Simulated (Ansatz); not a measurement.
Consider C$_{2}$H$_{4}$AlFO.

```xyz
9

C    -0.7193   -1.1100   -1.1764
Al   -0.1160    0.0483    0.2747
O     1.5201    0.4272    0.8540
C     0.6420    1.2409    1.6049
F     0.8056    2.5861    1.3468
H    -1.7927   -0.9741   -1.4118
H    -0.1241   -0.9068   -2.0907
H    -0.5571   -2.1717   -0.8949
H     0.7117    1.1024    2.7074
```

These are results of RKS PBE-D4/def2-SVP (Ansatz 0.2.0), not measurements.

Q: Predict the electron density and electron localisation function between the atoms.

A: C–O (1.41 Å): ρ at the midpoint is about 2.1 e/Å³, with its minimum of 1.8 e/Å³ about 0.5 Å from C; the ELF peaks at about 0.85 between the atoms (a shared but strongly polarised pair).
Al–O (1.78 Å): the density is about 0.72 e/Å³ at the midpoint; the ELF peaks at about 0.85 in the valence shell of O, 0.6 Å from its nucleus, and is about 0.30 at the midpoint.
C–Al (1.94 Å): ρ is about 0.62 e/Å³ halfway; the ELF peaks at about 0.80 in the valence shell of C, 0.7 Å from its nucleus, and is about 0.55 at the midpoint.

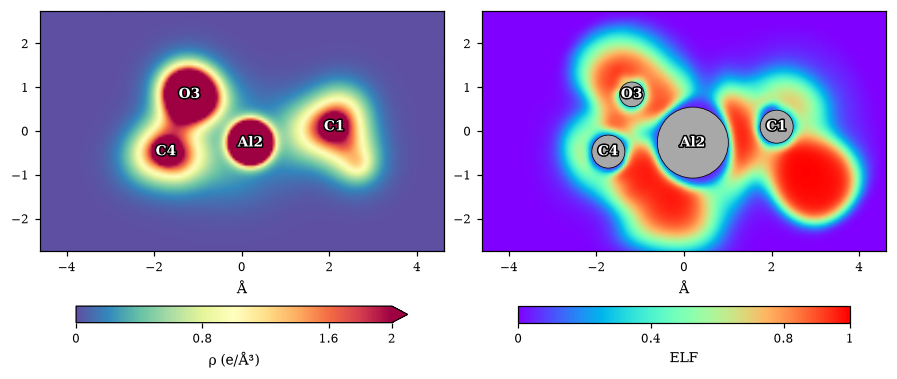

Computed electron density and electron localisation function on the plane of atoms O3, Al2 and C4, in this order. Grey discs cover the atomic cores in the ELF map. 
